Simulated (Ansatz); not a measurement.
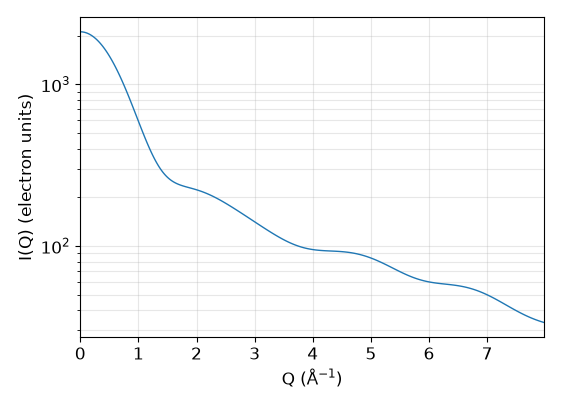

Elastic X-ray scattering of a randomly oriented, rigid molecule, calculated with the Debye equation from neutral-atom form factors (independent atoms, no Compton part, no vibration). The geometry is the end point of an optimisation (Ansatz 0.2.0, RKS PBE/6-31G*); it may be a saddle point or a higher isomer. It contains C, N, B, F, Si, H.

**How many electrons does the independent-atom model of the molecule hold?**

I(0) is the square of the electron number: I(0) = 2110, so about 46 electrons, the count of CH5BFNSi.

**What radius of gyration does the initial fall-off give?**

From I(Q) ≈ I(0) exp(−Q²R²/3) at small Q, R ≈ 2.05 Å. It is larger than the electron-weighted radius of the nuclear positions alone (1.90 Å), because each atom's electron cloud adds to it.
